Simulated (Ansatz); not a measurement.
# Molecular dynamics of SnSiN2H6

- system: SnSiN2H6
- method: RKS r2SCAN/def2-SVP (Ansatz 0.2.0)

The geometry comes from this level: PBE0-D4/def2-TZVP. Figures and captions count atoms from 1; the log counts them from 0 in places.

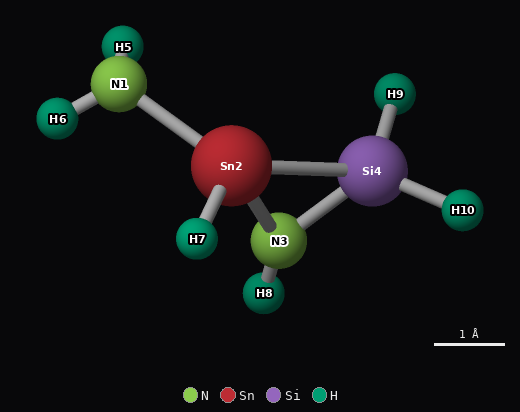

Figure 1. The structure as given in the input (ball-and-stick view, seen at a tilt; atoms are numbered from 1 in the order of the input). Sticks mark near contacts. Bond lengths as drawn: H–N 1.01 Å, H–Si 1.49 Å, H–Sn 1.71 Å, N–Si 1.69 Å, N–Sn 2.02 to 2.11 Å and Si–Sn 2.47 Å.

**Input**
```yaml
crystal:
  periodic: [false, false, false]
  atoms:
    - {symbol: N, position_ang: [-0.258897, 2.244278, 0.367019]}
    - {symbol: Sn, position_ang: [0.778018, 0.509686, 0.295658]}
    - {symbol: N, position_ang: [-0.410762, -1.229253, 0.445240]}
    - {symbol: Si, position_ang: [0.194142, -1.427609, -1.121443]}
    - {symbol: H, position_ang: [-1.096479, 2.248836, -0.199596]}
    - {symbol: H, position_ang: [-0.503336, 2.542211, 1.302453]}
    - {symbol: H, position_ang: [1.889662, 0.627830, 1.586194]}
    - {symbol: H, position_ang: [-0.982197, -1.778454, 1.066006]}
    - {symbol: H, position_ang: [-0.704116, -1.283888, -2.303614]}
    - {symbol: H, position_ang: [1.176965, -2.504739, -1.435016]}
basis:
  gaussian: {orbitals: def2-SVP}
hamiltonian: {xc: {name: r2SCAN}}
md: {timestep: 0.5 fs, n_steps: 30, ensemble: nvt_nose_hoover, temperature: 1000, initial_velocities: maxwell_boltzmann, seed: 377}
```

Hardware: 4 threads of Arm Neoverse V1, 23 GiB of memory available, shared host.

Launch command:
```bash
ansatz run in.yaml --threads 4 --pin off --events-out ev --progress --plain --max-ram 10444MiB
```

**Log**
```
Functional definition: r2SCAN
  name "r2SCAN"
  cite "Furness, Kaplan, Ning, Perdew & Sun, J. Phys. Chem. Lett. 11, 8208 (2020) doi:10.1021/acs.jpclett.0c02405"
  cite "Furness, Kaplan, Ning, Perdew & Sun, J. Phys. Chem. Lett. 11, 9248 (2020) doi:10.1021/acs.jpclett.0c03077"
  parent r2scan
  parameter k0 = 0.174
  parameter k1 = 0.065
  parameter a1 = 4.9479
  exchange = r2scan_x(k0 = k0, k1 = k1, a1 = a1)
  correlation = r2scan_c
1179 factors; their error is unknown
mean field evaluation 1: about -16766.0160 eV, gradient 8.4e1 eV
mean field evaluation 2: about -16668.2443 eV, gradient 1.8e2 eV
mean field evaluation 4: about -16780.5061 eV, gradient 1.1e1 eV
mean field evaluation 8: about -16780.8564 eV, gradient 1.2e-1 eV
mean field evaluation 16: about -16780.8003 eV, gradient 4.9e-4 eV
mean field -16780.80027820 eV, -616.6830357890 hartree, gradient 1.6e-5 eV, S^2 0.000000; 0 other end points of the search recorded, 0 dependent functions left out
the calculation of the forces begins
reference -16780.80029026 eV, -616.6830362320 hartree; 28, 28 occupied and 74, 74 virtual orbitals, 1179 factors
md step     0: t =     0.00 fs  T =  1000.0 K  F+E_penalty+E_count = -16780.80027820 eV  E_kin = 1.034080 eV  conserved = -16779.76619821 eV  (30 SCF iters)
these checks for a lower state are left out or cut short: starts, cluster_reference, orbital_swaps, neighbouring_geometries, increment
1179 factors; their error is unknown
mean field -16780.79409545 eV, -616.6828085769 hartree, gradient 1.1e-5 eV, S^2 0.000000; 0 other end points of the search recorded, 0 dependent functions left out
the calculation of the forces begins
reference -16780.79410749 eV, -616.6828090196 hartree; 28, 28 occupied and 74, 74 virtual orbitals, 1179 factors
md step     1: t =     0.50 fs  T =   994.1 K  F+E_penalty+E_count = -16780.79409545 eV  E_kin = 1.027939 eV  conserved = -16779.76615665 eV  (30 SCF iters)
[... from here on the SCF iterations and repeated set-up lines of each step are left out, up to the last step ...]
md step     2: t =     1.00 fs  T =   964.4 K  F+E_penalty+E_count = -16780.76290482 eV  E_kin = 0.997257 eV  conserved = -16779.76564833 eV  (30 SCF iters)
md step     3: t =     1.50 fs  T =   918.3 K  F+E_penalty+E_count = -16780.71457698 eV  E_kin = 0.949647 eV  conserved = -16779.76493327 eV  (30 SCF iters)
md step     4: t =     2.00 fs  T =   866.6 K  F+E_penalty+E_count = -16780.66039983 eV  E_kin = 0.896157 eV  conserved = -16779.76425179 eV  (30 SCF iters)
md step     5: t =     2.50 fs  T =   819.6 K  F+E_penalty+E_count = -16780.61127436 eV  E_kin = 0.847527 eV  conserved = -16779.76376719 eV  (30 SCF iters)
md step     6: t =     3.00 fs  T =   784.8 K  F+E_penalty+E_count = -16780.57502574 eV  E_kin = 0.811495 eV  conserved = -16779.76356944 eV  (30 SCF iters)
md step     7: t =     3.50 fs  T =   765.2 K  F+E_penalty+E_count = -16780.55487865 eV  E_kin = 0.791250 eV  conserved = -16779.76369331 eV  (31 SCF iters)
md step     8: t =     4.00 fs  T =   759.0 K  F+E_penalty+E_count = -16780.54889365 eV  E_kin = 0.784876 eV  conserved = -16779.76411769 eV  (30 SCF iters)
md step     9: t =     4.50 fs  T =   759.9 K  F+E_penalty+E_count = -16780.55036813 eV  E_kin = 0.785762 eV  conserved = -16779.76474983 eV  (30 SCF iters)
md step    10: t =     5.00 fs  T =   758.4 K  F+E_penalty+E_count = -16780.54943113 eV  E_kin = 0.784224 eV  conserved = -16779.76540518 eV  (30 SCF iters)
md step    11: t =     5.50 fs  T =   745.1 K  F+E_penalty+E_count = -16780.53605284 eV  E_kin = 0.770495 eV  conserved = -16779.76581813 eV  (30 SCF iters)
md step    12: t =     6.00 fs  T =   714.4 K  F+E_penalty+E_count = -16780.50416447 eV  E_kin = 0.738761 eV  conserved = -16779.76573459 eV  (30 SCF iters)
md step    13: t =     6.50 fs  T =   667.9 K  F+E_penalty+E_count = -16780.45539304 eV  E_kin = 0.690706 eV  conserved = -16779.76509476 eV  (30 SCF iters)
md step    14: t =     7.00 fs  T =   615.0 K  F+E_penalty+E_count = -16780.39966902 eV  E_kin = 0.635962 eV  conserved = -16779.76419755 eV  (32 SCF iters)
md step    15: t =     7.50 fs  T =   568.1 K  F+E_penalty+E_count = -16780.35050649 eV  E_kin = 0.587475 eV  conserved = -16779.76360932 eV  (32 SCF iters)
md step    16: t =     8.00 fs  T =   535.3 K  F+E_penalty+E_count = -16780.31662299 eV  E_kin = 0.553566 eV  conserved = -16779.76372940 eV  (30 SCF iters)
md step    17: t =     8.50 fs  T =   515.0 K  F+E_penalty+E_count = -16780.29616966 eV  E_kin = 0.532532 eV  conserved = -16779.76441243 eV  (32 SCF iters)
md step    18: t =     9.00 fs  T =   497.6 K  F+E_penalty+E_count = -16780.27881696 eV  E_kin = 0.514590 eV  conserved = -16779.76511286 eV  (31 SCF iters)
md step    19: t =     9.50 fs  T =   473.2 K  F+E_penalty+E_count = -16780.25369099 eV  E_kin = 0.489317 eV  conserved = -16779.76537961 eV  (31 SCF iters)
md step    20: t =    10.00 fs  T =   437.3 K  F+E_penalty+E_count = -16780.21620570 eV  E_kin = 0.452195 eV  conserved = -16779.76514158 eV  (32 SCF iters)
md step    21: t =    10.50 fs  T =   392.7 K  F+E_penalty+E_count = -16780.16947045 eV  E_kin = 0.406115 eV  conserved = -16779.76461101 eV  (31 SCF iters)
md step    22: t =    11.00 fs  T =   346.9 K  F+E_penalty+E_count = -16780.12134990 eV  E_kin = 0.358679 eV  conserved = -16779.76405054 eV  (31 SCF iters)
md step    23: t =    11.50 fs  T =   307.9 K  F+E_penalty+E_count = -16780.08048599 eV  E_kin = 0.318351 eV  conserved = -16779.76363540 eV  (31 SCF iters)
md step    24: t =    12.00 fs  T =   282.0 K  F+E_penalty+E_count = -16780.05344280 eV  E_kin = 0.291619 eV  conserved = -16779.76344284 eV  (31 SCF iters)
md step    25: t =    12.50 fs  T =   272.3 K  F+E_penalty+E_count = -16780.04332933 eV  E_kin = 0.281580 eV  conserved = -16779.76349102 eV  (30 SCF iters)
md step    26: t =    13.00 fs  T =   278.0 K  F+E_penalty+E_count = -16780.04941094 eV  E_kin = 0.287517 eV  conserved = -16779.76376736 eV  (31 SCF iters)
md step    27: t =    13.50 fs  T =   295.1 K  F+E_penalty+E_count = -16780.06731266 eV  E_kin = 0.305108 eV  conserved = -16779.76422618 eV  (31 SCF iters)
md step    28: t =    14.00 fs  T =   316.5 K  F+E_penalty+E_count = -16780.08984972 eV  E_kin = 0.327278 eV  conserved = -16779.76476324 eV  (32 SCF iters)
md step    29: t =    14.50 fs  T =   334.6 K  F+E_penalty+E_count = -16780.10879972 eV  E_kin = 0.345983 eV  conserved = -16779.76519999 eV  (31 SCF iters)
these checks for a lower state are left out or cut short: starts, cluster_reference, orbital_swaps, neighbouring_geometries, increment
1179 factors; their error is unknown
mean field -16780.11774818 eV, -616.6579532731 hartree, gradient 1.6e-5 eV, S^2 0.000000; 0 other end points of the search recorded, 0 dependent functions left out
the calculation of the forces begins
reference -16780.11776016 eV, -616.6579537135 hartree; 28, 28 occupied and 74, 74 virtual orbitals, 1179 factors
1179 factors; their error is unknown
mean field evaluation 256: about -16650.6252 eV, gradient 1.8e2 eV
mean field -16780.11774818 eV, -616.6579532731 hartree, gradient 1.7e-5 eV, S^2 0.000000; 1 other end points of the search recorded, 0 dependent functions left out
the calculation of the forces begins
reference -16780.11776016 eV, -616.6579537135 hartree; 28, 28 occupied and 74, 74 virtual orbitals, 1179 factors
md step    30: t =    15.00 fs  T =   343.3 K  F+E_penalty+E_count = -16780.11774818 eV  E_kin = 0.355023 eV  conserved = -16779.76532039 eV  (31 SCF iters)
```

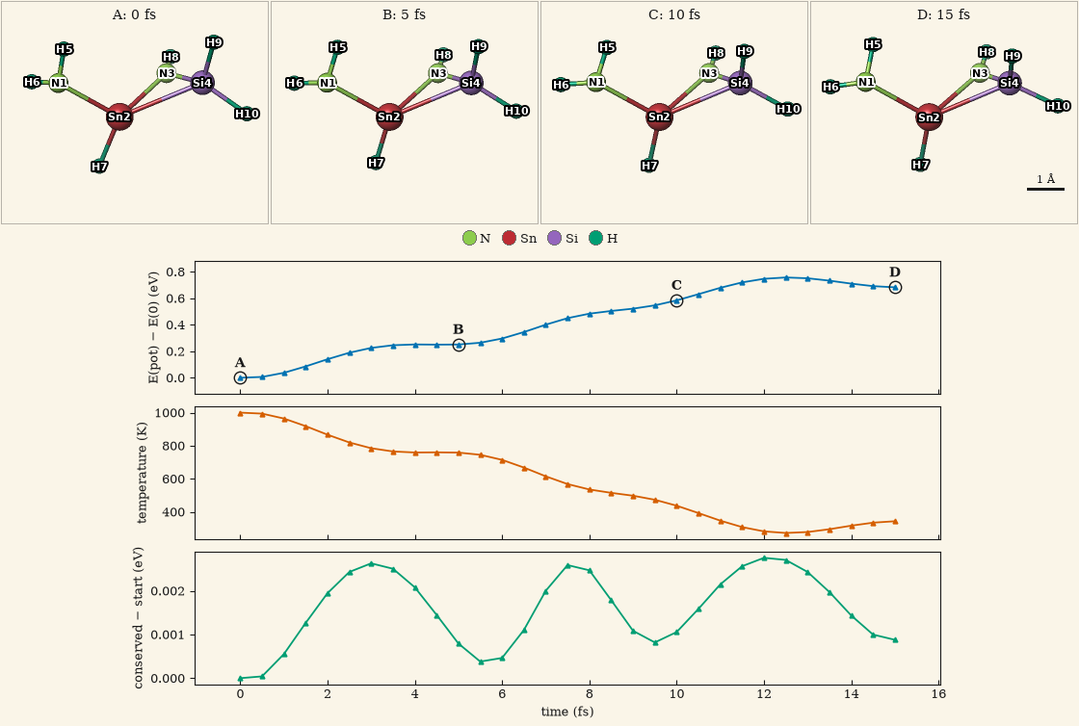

Figure 2. Frames of the molecular dynamics (ball-and-stick, seen at a tilt) above the curves, on which the letters mark them. The trajectory kept here has 31 frames over 15 fs. The temperature starts at 1000 K, ranges from 272 to 1000 K and averages 387 K over the second half. The potential energy ends 0.683 eV above its first value. The conserved quantity stays within 0.0028 eV. After an unweighted best fit of the last frame on the first, the root-mean-square displacement is 0.33 Å, and H6 has moved furthest (0.62 Å).

```
Total energy: -16780.11776016 eV, -616.6579537135 hartree
Atom 0 at    -0.297692     2.321130     0.332267 Å, force    -0.758211    -1.340170    -0.991495 eV/Å
Atom 1 at     0.783213     0.506725     0.287095 Å, force     0.185540     0.793405     2.240062 eV/Å
Atom 2 at    -0.415205    -1.395524     0.504886 Å, force     0.488400     1.338659    -1.212990 eV/Å
Atom 3 at     0.194506    -1.371503    -1.098603 Å, force    -0.267790    -1.410557     0.206066 eV/Å
Atom 4 at    -1.281898     2.081445     0.065105 Å, force     0.982261     0.386950     0.229339 eV/Å
Atom 5 at    -0.334975     3.051734     1.032020 Å, force     0.270046    -0.170134     0.537514 eV/Å
Atom 6 at     1.839914     0.183228     1.710764 Å, force    -0.430196     0.596814    -0.634553 eV/Å
Atom 7 at    -1.081177    -1.973605     0.995477 Å, force    -0.303691    -0.070380     0.199994 eV/Å
Atom 8 at    -0.328374    -0.835292    -2.386937 Å, force    -0.477405    -0.143568    -0.130300 eV/Å
Atom 9 at     0.945916    -2.627719    -1.373903 Å, force     0.311045     0.018981    -0.443638 eV/Å
Dipole moment:    -0.152682     0.118456     0.054341 e Å
```

**Trajectory as extended XYZ (Å, eV, eV/Å), 10 of the 31 frames kept, from step=0 to step=30**
```
10
Properties=species:S:1:pos:R:3:forces:R:3 step=0 time_fs=0.0 energy=-16780.80028 temperature=1000.0
N    -0.2589    2.2443    0.3670    0.1870   0.2599  -0.1096
Sn    0.7780    0.5097    0.2957    0.4253   0.1149  -0.0613
N    -0.4108   -1.2293    0.4452   -0.1688  -0.0365   0.3311
Si    0.1941   -1.4276   -1.1214    0.1179  -0.1473  -0.4631
H    -1.0965    2.2488   -0.1996   -0.2955   0.0290  -0.2006
H    -0.5033    2.5422    1.3025   -0.1227   0.0982   0.3385
H     1.8897    0.6278    1.5862    0.0757   0.0033   0.0947
H    -0.9822   -1.7785    1.0660   -0.2527  -0.2265   0.2711
H    -0.7041   -1.2839   -2.3036   -0.0770   0.0143  -0.1459
H     1.1770   -2.5047   -1.4350    0.1109  -0.1094  -0.0549
10
Properties=species:S:1:pos:R:3:forces:R:3 step=3 time_fs=1.5 energy=-16780.71458 temperature=918.3
N    -0.2628    2.2533    0.3631   -0.0868   0.7885   1.4646
Sn    0.7787    0.5090    0.2944   -0.1771   0.1747  -0.3108
N    -0.4086   -1.2482    0.4505   -0.8257  -0.4471   0.9387
Si    0.1946   -1.4194   -1.1184   -0.0387  -0.1396  -0.3042
H    -1.1090    2.1971   -0.1891   -0.3608   0.1388  -0.1050
H    -0.4987    2.6464    1.3210    0.3030  -0.7503  -1.4661
H     1.8469    0.5600    1.5609    0.5769   0.0928   0.6516
H    -1.0053   -1.8188    1.0716    0.4233   0.4306  -0.4302
H    -0.6647   -1.2181   -2.3181   -0.0992  -0.0270  -0.1842
H     1.1399   -2.5239   -1.3817    0.2852  -0.2615  -0.2545
10
Properties=species:S:1:pos:R:3:forces:R:3 step=7 time_fs=3.5 energy=-16780.55488 temperature=765.2
N    -0.2684    2.2671    0.3613   -0.5583   0.7874   1.2626
Sn    0.7796    0.5081    0.2926   -0.6701   0.3518  -0.3777
N    -0.4076   -1.2744    0.4596   -0.9645  -0.3337   0.8728
Si    0.1952   -1.4086   -1.1147   -0.1761  -0.3190  -0.2302
H    -1.1353    2.1336   -0.1769    0.1771   0.3623   0.3574
H    -0.4829    2.7590    1.2972    0.3472  -1.2652  -1.8526
H     1.8103    0.4727    1.5502    0.9472   0.1354   1.0817
H    -1.0218   -1.8581    1.0647    0.6194   0.6399  -0.5910
H    -0.6153   -1.1315   -2.3430   -0.0312  -0.1249  -0.0730
H     1.1000   -2.5581   -1.3195    0.3095  -0.2339  -0.4500
10
Properties=species:S:1:pos:R:3:forces:R:3 step=10 time_fs=5.0 energy=-16780.54943 temperature=758.4
N    -0.2734    2.2789    0.3621   -0.5278  -0.1011  -0.1630
Sn    0.7801    0.5075    0.2911   -0.6170   0.5166   0.0299
N    -0.4086   -1.2947    0.4680   -0.3850   0.3517   0.1130
Si    0.1955   -1.4009   -1.1121   -0.1909  -0.6047  -0.2211
H    -1.1521    2.0945   -0.1600    0.4853   0.5323   0.5452
H    -0.4625    2.8136    1.2347    0.0996  -0.7938  -0.6676
H     1.8053    0.4106    1.5679    0.7958   0.1650   0.8989
H    -1.0196   -1.8724    1.0455    0.1080   0.1839  -0.0752
H    -0.5791   -1.0696   -2.3638    0.0419  -0.2235   0.0835
H     1.0777   -2.5895   -1.2838    0.1900  -0.0264  -0.5436
10
Properties=species:S:1:pos:R:3:forces:R:3 step=13 time_fs=6.5 energy=-16780.45539 temperature=667.9
N    -0.2792    2.2904    0.3627    0.0468  -1.6632  -2.0743
Sn    0.7805    0.5071    0.2897   -0.2986   0.6459   0.7312
N    -0.4101   -1.3144    0.4766    0.4189   1.2150  -0.8127
Si    0.1956   -1.3935   -1.1097   -0.1603  -0.9548  -0.2150
H    -1.1592    2.0666   -0.1319    0.3431   0.5820   0.4161
H    -0.4402    2.8526    1.1594   -0.2447   0.4738   1.3454
H     1.8172    0.3521    1.6044    0.3860   0.2422   0.3893
H    -1.0155   -1.8831    1.0250   -0.6177  -0.4671   0.5915
H    -0.5420   -1.0124   -2.3828    0.0882  -0.3200   0.2329
H     1.0594   -2.6213   -1.2597    0.0384   0.2462  -0.6044
10
Properties=species:S:1:pos:R:3:forces:R:3 step=17 time_fs=8.5 energy=-16780.29617 temperature=515.0
N    -0.2866    2.3016    0.3585    0.9333  -2.0720  -1.9638
Sn    0.7810    0.5066    0.2880    0.1784   0.7243   1.6609
N    -0.4112   -1.3377    0.4861    0.4813   1.3875  -1.0099
Si    0.1956   -1.3850   -1.1067   -0.1091  -1.3870  -0.2124
H    -1.1604    2.0482   -0.0824   -0.5127   0.3867  -0.0774
H    -0.4182    2.9219    1.1046   -0.1867   0.8452   1.7174
H     1.8442    0.2827    1.6641   -0.1730   0.3951  -0.3262
H    -1.0300   -1.9124    1.0167   -0.5880  -0.4060   0.5199
H    -0.4898   -0.9471   -2.4000    0.0723  -0.4051   0.3356
H     1.0360   -2.6548   -1.2479   -0.0957   0.5313  -0.6440
10
Properties=species:S:1:pos:R:3:forces:R:3 step=20 time_fs=10.0 energy=-16780.21621 temperature=437.3
N    -0.2907    2.3065    0.3518    1.0932  -0.5261  -0.0566
Sn    0.7814    0.5064    0.2871    0.4096   0.7341   2.1474
N    -0.4111   -1.3528    0.4914   -0.2078   0.8129  -0.4782
Si    0.1955   -1.3798   -1.1047   -0.0932  -1.6086  -0.1928
H    -1.1718    2.0446   -0.0457   -0.9457   0.2417  -0.2563
H    -0.4064    2.9931    1.1050    0.1366  -0.6438  -0.0063
H     1.8614    0.2402    1.7023   -0.4452   0.5004  -0.6841
H    -1.0554   -1.9444    1.0234    0.1614   0.2966  -0.1449
H    -0.4488   -0.9081   -2.4049   -0.0020  -0.4155   0.3133
H     1.0164   -2.6672   -1.2551   -0.1067   0.6083  -0.6415
10
Properties=species:S:1:pos:R:3:forces:R:3 step=23 time_fs=11.5 energy=-16780.08049 temperature=307.9
N    -0.2931    2.3104    0.3449    0.5573   0.4261   0.8110
Sn    0.7818    0.5063    0.2866    0.4937   0.7362   2.4189
N    -0.4114   -1.3666    0.4960   -0.6609   0.4283  -0.1628
Si    0.1953   -1.3758   -1.1028   -0.1130  -1.7004  -0.1166
H    -1.2021    2.0466   -0.0139   -0.5061   0.3068  -0.0534
H    -0.3921    3.0512    1.1065    0.2873  -1.7167  -1.0634
H     1.8693    0.2084    1.7261   -0.5777   0.5739  -0.8599
H    -1.0778   -1.9704    1.0275    0.6797   0.7713  -0.5761
H    -0.4079   -0.8779   -2.4031   -0.1222  -0.3739   0.2124
H     0.9946   -2.6668   -1.2761   -0.0381   0.5483  -0.6102
10
Properties=species:S:1:pos:R:3:forces:R:3 step=27 time_fs=13.5 energy=-16780.06731 temperature=295.1
N    -0.2953    2.3165    0.3374   -0.5074   0.0102   0.2489
Sn    0.7826    0.5065    0.2866    0.3978   0.7563   2.4559
N    -0.4132   -1.3838    0.5016   -0.3363   0.6884  -0.5217
Si    0.1950   -1.3725   -1.1004   -0.1930  -1.6028   0.0768
H    -1.2551    2.0602    0.0280    0.6463   0.4606   0.2673
H    -0.3636    3.0731    1.0750    0.2869  -1.5309  -0.7848
H     1.8606    0.1853    1.7293   -0.5694   0.6137  -0.8387
H    -1.0863   -1.9805    1.0148    0.4520   0.5749  -0.3823
H    -0.3580   -0.8498   -2.3942   -0.3263  -0.2527   0.0077
H     0.9649   -2.6489   -1.3243    0.1493   0.2823  -0.5289
10
Properties=species:S:1:pos:R:3:forces:R:3 step=30 time_fs=15.0 energy=-16780.11775 temperature=343.3
N    -0.2977    2.3211    0.3323   -0.7582  -1.3402  -0.9915
Sn    0.7832    0.5067    0.2871    0.1855   0.7934   2.2401
N    -0.4152   -1.3955    0.5049    0.4884   1.3387  -1.2130
Si    0.1945   -1.3715   -1.0986   -0.2678  -1.4106   0.2061
H    -1.2819    2.0814    0.0651    0.9823   0.3870   0.2293
H    -0.3350    3.0517    1.0320    0.2700  -0.1701   0.5375
H     1.8399    0.1832    1.7108   -0.4302   0.5968  -0.6346
H    -1.0812   -1.9736    0.9955   -0.3037  -0.0704   0.2000
H    -0.3284   -0.8353   -2.3869   -0.4774  -0.1436  -0.1303
H     0.9459   -2.6277   -1.3739    0.3110   0.0190  -0.4436
```

**Results in brief**

| quantity | value |
| --- | --- |
| outcome | finished |
| mean temperature over the second half | 387 K |
| trajectory | 30 steps, 15 fs |
| ensemble | nvt_nose_hoover |
| temperature in the input | 1000 K |
| time step | 0.5 fs |
| potential energy (last step) | −16780.1178 eV |
| SCF solution under orbital rotations (last step) | stable |
| largest force (length of the vector) (last step) | 2.384 eV/Å |
| dipole moment (last step) | 0.96 D |
| wall time | 65 s (CPU time 4.1 min) |
| peak memory | 0.17 GiB |

**Remarks**

So short a trajectory is not equilibrated. The temperature stays far from the 1000 K of the thermostat over the second half: the run isn't equilibrated.
